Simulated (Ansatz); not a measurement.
Molecular dynamics, with input and output: C₂H₅BrSi (part 1 of 3)

- system: C₂H₅BrSi
- method: RKS r2SCAN/6-31G* (Ansatz 0.2.0)

The geometry comes from this level: PBE0-D4/def2-TZVP. Figures and captions count atoms from 1; the log counts them from 0 in places.

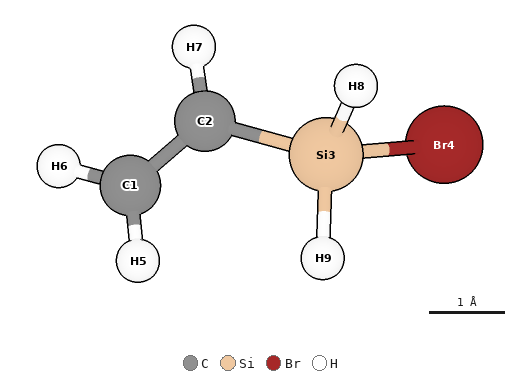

*The input geometry (ball-and-stick view, seen at a tilt; atoms are numbered from 1 in the order of the input).*

Bond lengths as drawn: Br–Si 2.23 Å, C–C 1.33 Å, C–H 1.09 Å, C–Si 1.85 Å and H–Si 1.48 Å.

Summary

| quantity | value |
| --- | --- |
| outcome | finished |
| mean temperature over the second half | 176 K |
| trajectory | 50 steps, 25 fs |
| ensemble | nvt_langevin |
| temperature in the input | 300 K |
| time step | 0.5 fs |
| potential energy (last step) | −80068.3759 eV |
| SCF solution under orbital rotations (last step) | stable |
| largest force (length of the vector) (last step) | 3.317 eV/Å |
| dipole moment (last step) | 3.05 D |
| hardware | 4 threads of Intel Xeon @ 2.60GHz, 23 GiB of memory available, shared host |
| wall time | 63 s (CPU time 3.9 min) |
| peak memory | 0.47 GiB |

Remarks

So short a trajectory is not equilibrated. The logged temperature at the start can lie below the typed one, since it is counted over all degrees of freedom. The temperature stays far from the 300 K of the thermostat over the second half: the run isn't equilibrated.

Input file
```yaml
crystal:
  periodic: [false, false, false]
  atoms:
    - {symbol: C, position_ang: [-0.405817, 1.503790, -0.203175]}
    - {symbol: C, position_ang: [0.453632, 0.497430, -0.339723]}
    - {symbol: Si, position_ang: [0.141654, -1.157486, 0.421355]}
    - {symbol: Br, position_ang: [-0.025684, -2.710934, -1.167920]}
    - {symbol: H, position_ang: [-1.333417, 1.391871, 0.351446]}
    - {symbol: H, position_ang: [-0.224590, 2.482347, -0.638776]}
    - {symbol: H, position_ang: [1.365232, 0.657144, -0.911959]}
    - {symbol: H, position_ang: [1.254962, -1.586098, 1.301404]}
    - {symbol: H, position_ang: [-1.137373, -1.124465, 1.170146]}
basis:
  gaussian: {orbitals: "6-31G*"}
hamiltonian: {xc: {name: r2SCAN}}
md: {timestep: 0.5 fs, n_steps: 50, ensemble: nvt_langevin, temperature: 300, initial_velocities: maxwell_boltzmann, friction: 0.01, seed: 385}
```

Launch command:
```bash
ansatz run in.yaml --threads 4 --pin off --events-out ev --progress --plain --max-ram 10444MiB
```

Log
```
Functional definition: r2SCAN
  name "r2SCAN"
  cite "Furness, Kaplan, Ning, Perdew & Sun, J. Phys. Chem. Lett. 11, 8208 (2020) doi:10.1021/acs.jpclett.0c02405"
  cite "Furness, Kaplan, Ning, Perdew & Sun, J. Phys. Chem. Lett. 11, 9248 (2020) doi:10.1021/acs.jpclett.0c03077"
  parent r2scan
  parameter k0 = 0.174
  parameter k1 = 0.065
  parameter a1 = 4.9479
  exchange = r2scan_x(k0 = k0, k1 = k1, a1 = a1)
  correlation = r2scan_c
1110 factors; their error is unknown
mean field evaluation 1: about -80064.3231 eV, gradient 4.1e1 eV
mean field evaluation 2: about -80060.6529 eV, gradient 5.4e1 eV
mean field evaluation 4: about -80068.6399 eV, gradient 2.1e0 eV
mean field evaluation 8: about -80068.5687 eV, gradient 3.0e-1 eV
mean field evaluation 16: about -80068.5689 eV, gradient 1.0e-5 eV
mean field -80068.56885488 eV, -2942.4656329916 hartree, gradient 1.0e-5 eV, S^2 0.000000; 0 other end points of the search recorded, 0 dependent functions left out
the calculation of the forces begins
reference -80068.56886386 eV, -2942.4656333218 hartree; 33, 33 occupied and 61, 61 virtual orbitals, 1110 factors
md step     0: t =     0.00 fs  T =   266.7 K  F+E_penalty+E_count = -80068.56885488 eV  E_kin = 0.310224 eV  (28 SCF iters)
these checks for a lower state are left out or cut short: starts, cluster_reference, orbital_swaps, neighbouring_geometries, increment
1110 factors; their error is unknown
mean field -80068.56482950 eV, -2942.4654850616 hartree, gradient 1.8e-5 eV, S^2 0.000000; 0 other end points of the search recorded, 0 dependent functions left out
the calculation of the forces begins
reference -80068.56483849 eV, -2942.4654853921 hartree; 33, 33 occupied and 61, 61 virtual orbitals, 1110 factors
md step     1: t =     0.50 fs  T =   260.8 K  F+E_penalty+E_count = -80068.56482950 eV  E_kin = 0.303439 eV  (30 SCF iters)
[... from here on the SCF iterations and repeated set-up lines of each step are left out, up to the last step ...]
md step     2: t =     1.00 fs  T =   243.4 K  F+E_penalty+E_count = -80068.55405162 eV  E_kin = 0.283196 eV  (30 SCF iters)
md step     3: t =     1.50 fs  T =   239.7 K  F+E_penalty+E_count = -80068.53816940 eV  E_kin = 0.278824 eV  (30 SCF iters)
md step     4: t =     2.00 fs  T =   236.1 K  F+E_penalty+E_count = -80068.51880455 eV  E_kin = 0.274709 eV  (30 SCF iters)
md step     5: t =     2.50 fs  T =   207.7 K  F+E_penalty+E_count = -80068.49863125 eV  E_kin = 0.241664 eV  (31 SCF iters)
md step     6: t =     3.00 fs  T =   196.9 K  F+E_penalty+E_count = -80068.47957568 eV  E_kin = 0.229004 eV  (30 SCF iters)
md step     7: t =     3.50 fs  T =   195.0 K  F+E_penalty+E_count = -80068.46388428 eV  E_kin = 0.226871 eV  (30 SCF iters)
md step     8: t =     4.00 fs  T =   191.4 K  F+E_penalty+E_count = -80068.45359566 eV  E_kin = 0.222609 eV  (30 SCF iters)
md step     9: t =     4.50 fs  T =   171.5 K  F+E_penalty+E_count = -80068.44730388 eV  E_kin = 0.199463 eV  (31 SCF iters)
md step    10: t =     5.00 fs  T =   166.5 K  F+E_penalty+E_count = -80068.44397021 eV  E_kin = 0.193684 eV  (30 SCF iters)
md step    11: t =     5.50 fs  T =   150.8 K  F+E_penalty+E_count = -80068.44035801 eV  E_kin = 0.175485 eV  (31 SCF iters)
md step    12: t =     6.00 fs  T =   157.1 K  F+E_penalty+E_count = -80068.43356693 eV  E_kin = 0.182751 eV  (30 SCF iters)
md step    13: t =     6.50 fs  T =   148.2 K  F+E_penalty+E_count = -80068.42378851 eV  E_kin = 0.172442 eV  (30 SCF iters)
md step    14: t =     7.00 fs  T =   136.1 K  F+E_penalty+E_count = -80068.41283980 eV  E_kin = 0.158366 eV  (31 SCF iters)
md step    15: t =     7.50 fs  T =   122.8 K  F+E_penalty+E_count = -80068.40431541 eV  E_kin = 0.142915 eV  (31 SCF iters)
md step    16: t =     8.00 fs  T =   137.3 K  F+E_penalty+E_count = -80068.40027399 eV  E_kin = 0.159742 eV  (30 SCF iters)
md step    17: t =     8.50 fs  T =   136.8 K  F+E_penalty+E_count = -80068.39992739 eV  E_kin = 0.159195 eV  (31 SCF iters)
md step    18: t =     9.00 fs  T =   142.5 K  F+E_penalty+E_count = -80068.40267583 eV  E_kin = 0.165766 eV  (28 SCF iters)
md step    19: t =     9.50 fs  T =   145.8 K  F+E_penalty+E_count = -80068.40652155 eV  E_kin = 0.169578 eV  (30 SCF iters)
md step    20: t =    10.00 fs  T =   155.3 K  F+E_penalty+E_count = -80068.40884967 eV  E_kin = 0.180686 eV  (31 SCF iters)
md step    21: t =    10.50 fs  T =   141.3 K  F+E_penalty+E_count = -80068.40904444 eV  E_kin = 0.164345 eV  (30 SCF iters)
md step    22: t =    11.00 fs  T =   132.5 K  F+E_penalty+E_count = -80068.40890845 eV  E_kin = 0.154170 eV  (31 SCF iters)
md step    23: t =    11.50 fs  T =   131.6 K  F+E_penalty+E_count = -80068.40902567 eV  E_kin = 0.153068 eV  (30 SCF iters)
md step    24: t =    12.00 fs  T =   134.1 K  F+E_penalty+E_count = -80068.40893399 eV  E_kin = 0.155971 eV  (31 SCF iters)
md step    25: t =    12.50 fs  T =   137.3 K  F+E_penalty+E_count = -80068.40833913 eV  E_kin = 0.159721 eV  (30 SCF iters)
md step    26: t =    13.00 fs  T =   133.8 K  F+E_penalty+E_count = -80068.40749395 eV  E_kin = 0.155696 eV  (31 SCF iters)
md step    27: t =    13.50 fs  T =   132.0 K  F+E_penalty+E_count = -80068.40813901 eV  E_kin = 0.153583 eV  (30 SCF iters)
md step    28: t =    14.00 fs  T =   144.9 K  F+E_penalty+E_count = -80068.41306149 eV  E_kin = 0.168581 eV  (30 SCF iters)
md step    29: t =    14.50 fs  T =   169.6 K  F+E_penalty+E_count = -80068.42226874 eV  E_kin = 0.197252 eV  (31 SCF iters)
md step    30: t =    15.00 fs  T =   180.2 K  F+E_penalty+E_count = -80068.43310756 eV  E_kin = 0.209622 eV  (30 SCF iters)
md step    31: t =    15.50 fs  T =   189.5 K  F+E_penalty+E_count = -80068.44420465 eV  E_kin = 0.220402 eV  (31 SCF iters)
md step    32: t =    16.00 fs  T =   204.5 K  F+E_penalty+E_count = -80068.45436473 eV  E_kin = 0.237957 eV  (31 SCF iters)
md step    33: t =    16.50 fs  T =   207.5 K  F+E_penalty+E_count = -80068.46335779 eV  E_kin = 0.241449 eV  (30 SCF iters)
md step    34: t =    17.00 fs  T =   207.4 K  F+E_penalty+E_count = -80068.46972583 eV  E_kin = 0.241270 eV  (30 SCF iters)
md step    35: t =    17.50 fs  T =   219.6 K  F+E_penalty+E_count = -80068.47114567 eV  E_kin = 0.255462 eV  (30 SCF iters)
md step    36: t =    18.00 fs  T =   218.2 K  F+E_penalty+E_count = -80068.46821121 eV  E_kin = 0.253804 eV  (30 SCF iters)
md step    37: t =    18.50 fs  T =   219.8 K  F+E_penalty+E_count = -80068.46204738 eV  E_kin = 0.255721 eV  (47 SCF iters)
md step    38: t =    19.00 fs  T =   206.3 K  F+E_penalty+E_count = -80068.45257627 eV  E_kin = 0.239986 eV  (30 SCF iters)
md step    39: t =    19.50 fs  T =   192.2 K  F+E_penalty+E_count = -80068.43998098 eV  E_kin = 0.223637 eV  (30 SCF iters)
md step    40: t =    20.00 fs  T =   189.1 K  F+E_penalty+E_count = -80068.42616290 eV  E_kin = 0.219980 eV  (31 SCF iters)
md step    41: t =    20.50 fs  T =   184.5 K  F+E_penalty+E_count = -80068.41365133 eV  E_kin = 0.214607 eV  (30 SCF iters)
md step    42: t =    21.00 fs  T =   176.0 K  F+E_penalty+E_count = -80068.40232253 eV  E_kin = 0.204789 eV  (30 SCF iters)
md step    43: t =    21.50 fs  T =   173.4 K  F+E_penalty+E_count = -80068.39087432 eV  E_kin = 0.201778 eV  (30 SCF iters)
md step    44: t =    22.00 fs  T =   158.0 K  F+E_penalty+E_count = -80068.38067557 eV  E_kin = 0.183862 eV  (30 SCF iters)
md step    45: t =    22.50 fs  T =   158.1 K  F+E_penalty+E_count = -80068.37292839 eV  E_kin = 0.183960 eV  (30 SCF iters)
md step    46: t =    23.00 fs  T =   156.8 K  F+E_penalty+E_count = -80068.36692711 eV  E_kin = 0.182362 eV  (30 SCF iters)
md step    47: t =    23.50 fs  T =   139.9 K  F+E_penalty+E_count = -80068.36353393 eV  E_kin = 0.162698 eV  (31 SCF iters)
md step    48: t =    24.00 fs  T =   150.5 K  F+E_penalty+E_count = -80068.36488716 eV  E_kin = 0.175071 eV  (30 SCF iters)
md step    49: t =    24.50 fs  T =   152.2 K  F+E_penalty+E_count = -80068.36990799 eV  E_kin = 0.177079 eV  (30 SCF iters)
these checks for a lower state are left out or cut short: starts, cluster_reference, orbital_swaps, neighbouring_geometries, increment
1110 factors; their error is unknown
mean field -80068.37590879 eV, -2942.4585423535 hartree, gradient 1.6e-5 eV, S^2 0.000000; 0 other end points of the search recorded, 0 dependent functions left out
the calculation of the forces begins
reference -80068.37591780 eV, -2942.4585426848 hartree; 33, 33 occupied and 61, 61 virtual orbitals, 1110 factors
1110 factors; their error is unknown
mean field evaluation 416: about -80068.3739 eV, gradient 4.7e0 eV
mean field -80068.37590879 eV, -2942.4585423535 hartree, gradient 2.1e-5 eV, S^2 0.000000; 1 other end points of the search recorded, 0 dependent functions left out
the calculation of the forces begins
reference -80068.37591780 eV, -2942.4585426848 hartree; 33, 33 occupied and 61, 61 virtual orbitals, 1110 factors
md step    50: t =    25.00 fs  T =   162.3 K  F+E_penalty+E_count = -80068.37590879 eV  E_kin = 0.188762 eV  (29 SCF iters)
```

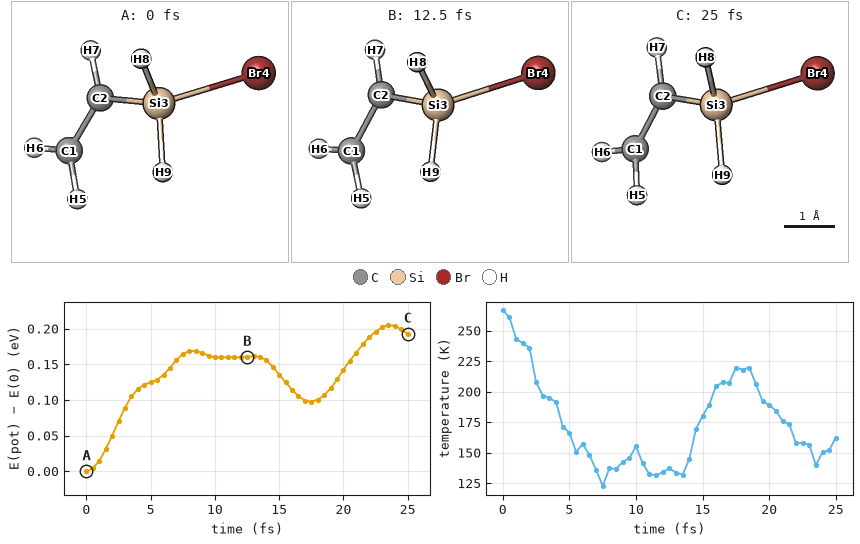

*Frames of the molecular dynamics (ball-and-stick, seen at a tilt) above the curves, on which the letters mark them.*

The trajectory kept here has 51 frames over 25 fs. The temperature starts at 267 K, ranges from 123 to 267 K and averages 176 K over the second half. The potential energy ends 0.193 eV above its first value. After an unweighted best fit of the last frame on the first, the root-mean-square displacement is 0.10 Å.

```
Total energy: -80068.37591780 eV, -2942.4585426848 hartree
Atom 0 at    -0.409559     1.394363    -0.223934 Å, force    -1.873097     2.569382     0.944872 eV/Å
Atom 1 at     0.468067     0.440319    -0.329877 Å, force     1.822494    -1.694817     0.010235 eV/Å
Atom 2 at     0.112447    -1.154827     0.522992 Å, force     0.291036    -1.127199    -0.688657 eV/Å
Atom 3 at    -0.045698    -2.665125    -1.198094 Å, force    -0.045586     0.190311     0.379708 eV/Å
Atom 4 at    -1.243522     1.305947     0.492916 Å, force     0.020223    -0.095649    -0.492031 eV/Å
Atom 5 at    -0.346954     2.400491    -0.664454 Å, force     0.188819    -0.370335    -0.164022 eV/Å
Atom 6 at     1.385935     0.529968    -0.921243 Å, force    -0.235866     0.087229    -0.115840 eV/Å
Atom 7 at     1.219929    -1.752827     1.352643 Å, force    -0.351813     0.365600    -0.003613 eV/Å
Atom 8 at    -1.219758    -1.122011     1.186448 Å, force     0.183789     0.075477     0.129348 eV/Å
Dipole moment:     0.041292     0.551016     0.311120 e Å
```

Trajectory as extended XYZ (Å, eV, eV/Å), 49 of the 51 frames kept, from step=0 to step=50
```
9
Properties=species:S:1:pos:R:3:forces:R:3 step=0 time_fs=0.0 energy=-80068.56886 temperature=266.7
C    -0.4058    1.5038   -0.2032   -0.3268   0.3787   0.0534
C     0.4536    0.4974   -0.3397    0.3242  -0.4066  -0.0185
Si    0.1417   -1.1575    0.4214    0.0136   0.0013   0.0781
Br   -0.0257   -2.7109   -1.1679   -0.0198  -0.1714  -0.1511
H    -1.3334    1.3919    0.3514   -0.1311   0.0158   0.0663
H    -0.2246    2.4823   -0.6388    0.0086   0.1499  -0.0531
H     1.3652    0.6571   -0.9120    0.1353   0.0342  -0.0883
H     1.2550   -1.5861    1.3014    0.0410  -0.0163   0.0634
H    -1.1374   -1.1245    1.1701   -0.0451   0.0145   0.0497
9
Properties=species:S:1:pos:R:3:forces:R:3 step=1 time_fs=0.5 energy=-80068.56483 temperature=260.8
C    -0.4027    1.4993   -0.2019   -0.6615   0.8425   0.0252
C     0.4534    0.4966   -0.3404    0.5210  -0.5510  -0.1029
Si    0.1407   -1.1576    0.4229    0.0269   0.0469   0.0747
Br   -0.0256   -2.7104   -1.1687   -0.0273  -0.1535  -0.1108
H    -1.3343    1.3846    0.3532   -0.0143   0.0364   0.0210
H    -0.2341    2.4873   -0.6448   -0.0004  -0.1477   0.0757
H     1.3586    0.6623   -0.9219    0.1449  -0.0124  -0.0633
H     1.2504   -1.5775    1.3085    0.0775  -0.0516   0.0629
H    -1.1309   -1.1111    1.1836   -0.0667  -0.0096   0.0175
9
Properties=species:S:1:pos:R:3:forces:R:3 step=2 time_fs=1.0 energy=-80068.55405 temperature=243.4
C    -0.3997    1.4951   -0.2008   -1.0043   1.2695   0.0191
C     0.4534    0.4961   -0.3410    0.7382  -0.6993  -0.2048
Si    0.1394   -1.1577    0.4242    0.0448   0.0958   0.0826
Br   -0.0255   -2.7099   -1.1694   -0.0352  -0.1370  -0.0728
H    -1.3346    1.3771    0.3564    0.1061   0.0626  -0.0324
H    -0.2433    2.4920   -0.6506   -0.0019  -0.4119   0.1925
H     1.3529    0.6671   -0.9322    0.1281  -0.0611  -0.0228
H     1.2462   -1.5687    1.3155    0.1071  -0.0852   0.0575
H    -1.1246   -1.0978    1.1973   -0.0829  -0.0336  -0.0189
9
Properties=species:S:1:pos:R:3:forces:R:3 step=3 time_fs=1.5 energy=-80068.53817 temperature=239.7
C    -0.3966    1.4913   -0.2000   -1.3654   1.6181   0.0500
C     0.4537    0.4956   -0.3415    0.9559  -0.8360  -0.3165
Si    0.1381   -1.1579    0.4255    0.0630   0.1453   0.1008
Br   -0.0255   -2.7094   -1.1701   -0.0434  -0.1218  -0.0370
H    -1.3355    1.3693    0.3593    0.2415   0.0919  -0.0940
H    -0.2527    2.4953   -0.6552    0.0116  -0.6121   0.2801
H     1.3480    0.6720   -0.9426    0.0977  -0.1120   0.0297
H     1.2422   -1.5603    1.3225    0.1313  -0.1162   0.0476
H    -1.1185   -1.0848    1.2114   -0.0921  -0.0571  -0.0608
9
Properties=species:S:1:pos:R:3:forces:R:3 step=4 time_fs=2.0 energy=-80068.51880 temperature=236.1
C    -0.3934    1.4877   -0.1992   -1.7343   1.8866   0.1087
C     0.4543    0.4951   -0.3418    1.1716  -0.9560  -0.4399
Si    0.1369   -1.1581    0.4267    0.0690   0.1940   0.1312
Br   -0.0256   -2.7088   -1.1708   -0.0518  -0.1076  -0.0022
H    -1.3374    1.3619    0.3613    0.3867   0.1186  -0.1557
H    -0.2623    2.4965   -0.6591    0.0401  -0.7424   0.3358
H     1.3434    0.6764   -0.9538    0.0525  -0.1641   0.0968
H     1.2385   -1.5520    1.3293    0.1518  -0.1466   0.0367
H    -1.1130   -1.0711    1.2257   -0.0856  -0.0825  -0.1115
```
